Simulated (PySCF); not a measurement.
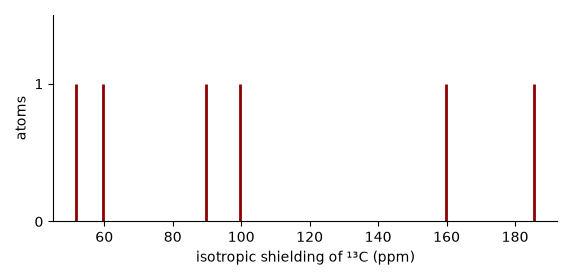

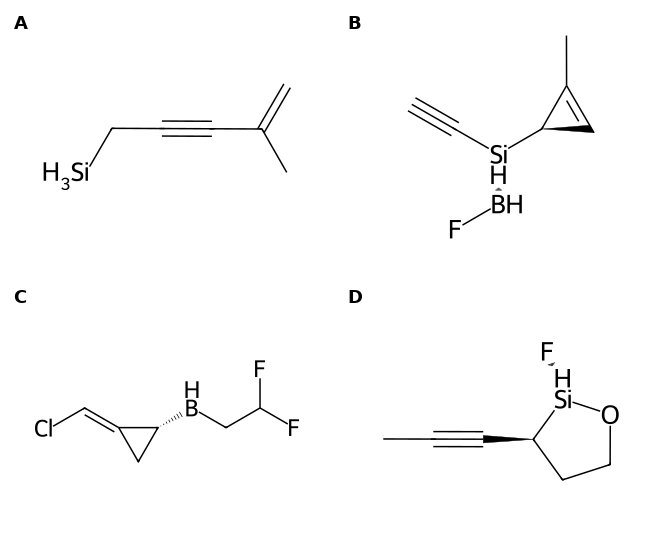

The sticks are computed shieldings of one of the molecules, for one fixed geometry (GFN2-xTB) without averaging over rotations. Low shielding means a high chemical shift. Method: GIAO PBE0/pcSseg-1 NMR shielding, non-relativistic, gas phase (PySCF 2.14.0).

Question: Match the spectrum to a structure.

Answer: A, `C=C(C)C#CC[SiH3]`. Its 6 C atoms give lines at 51.8, 59.5, 89.8, 99.6, 159.7, 185.7 ppm.

The geometry is semi-empirical. Around B, Si such bond lengths and angles can be off by a tenth of an ångström or more and by several degrees, and values that hang on the shape move with them.
